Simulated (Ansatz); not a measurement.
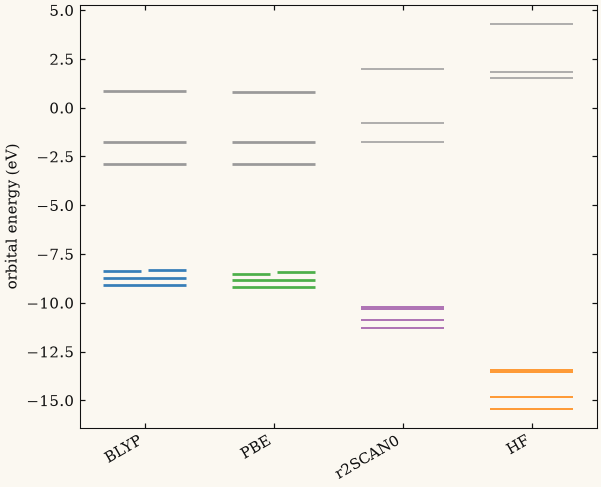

Frontier orbital energies (alpha spin) of GaOClF, SMILES [O][Ga]([F])[Cl], doublet at one geometry, def2-TZVPP, the Ansatz code, at a PBE0-D4/def2-TZVP geometry (a minimum by its frequencies). Empty levels are grey, levels within 0.1 eV stand side by side; all columns show the same few orbitals around the gap. HOMO and LUMO mean the alpha set's.

### Compare the HOMO-LUMO separations.

The separation grows from 5.42 eV (BLYP) to 14.97 eV (HF).

```csv
level,HOMO (eV),LUMO (eV),separation (eV)
BLYP,−8.32,−2.90,5.42
PBE,−8.44,−2.90,5.54
r2SCAN0,−10.23,−1.75,8.49
HF,−13.45,1.52,14.97
```

Limits of at least one run: empty levels above zero depend strongly on the basis; no scalar relativity up to krypton.
